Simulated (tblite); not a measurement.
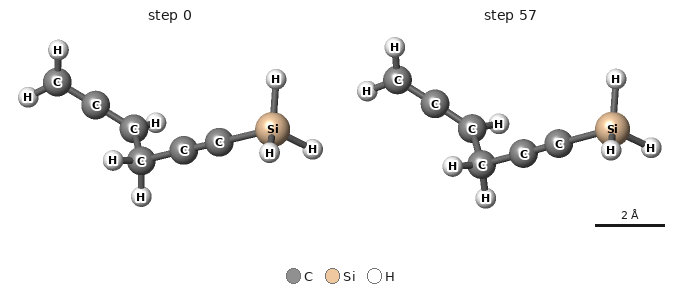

The structure of C6H8Si before (left) and after (right) a relaxation, at one scale.

Style: ball-and-stick. Shown at a tilt.

The calculation used GFN2-xTB geometry optimisation, gas phase in tblite 0.8.0. 

Question: Describe what moved and what it gained.

Answer: The atom that moves furthest after the best rigid fit is an H atom (0.21 Å). Largest moves by element: H 0.21 Å, C 0.12 Å, Si 0.02 Å. Among the contacts that change: C–C 1.461 → 1.511 Å, C–H 1.056 → 1.082 Å, H–Si 1.490 → 1.466 Å, C–H 1.119 → 1.096 Å. Bond angles that change, for instance: C–C–H 127.4° → 115.8°, H–C–H 127.1° → 116.4°, C–C–C 116.8° → 123.5°. The energy falls by 25.7 kJ/mol in 57 geometry steps. Cost: 0.51 s on 1 thread of Intel(R) Xeon(R) Processor @ 2.70GHz (shared host).
